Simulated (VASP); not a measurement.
Here is the system:

```yaml
crystal:
  lattice:
    - [0.00000, 2.33314, 2.33314]
    - [2.33314, 0.00000, 2.33314]
    - [2.33314, 2.33314, 0.00000]
  atoms:
    - { symbol: Hf, position: [0.00000, 0.00000, 0.00000] }
    - { symbol: C, position: [0.50000, 0.50000, 0.50000] }
```

The numbers are results of revPBE GGA, VASP's PBE PAW potentials (set 64) (plane waves; VASP), not measurements. Settings: 520 eV cut-off, 15×15×15 Γ-centred mesh, tetrahedra with Blöchl corrections, potentials Hf_pv C.

Unless said otherwise, spin-orbit coupling is left out, though it shifts the bands of the heavy elements here.

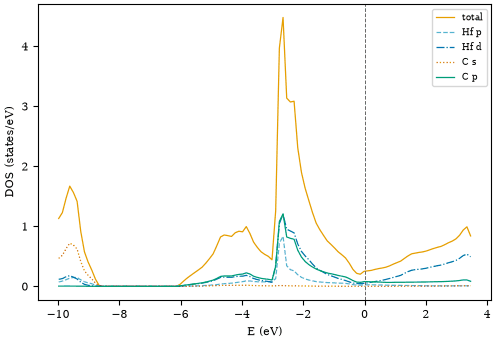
*Total and projected density of states, zero at the Fermi level*

Within 2 eV below the Fermi level the largest weight inside VASP's projection spheres is C p, then Hf d.

It has no gap at this level: it comes out as a metal or semimetal.

The compound is HfC in the rock salt structure. It was relaxed first.
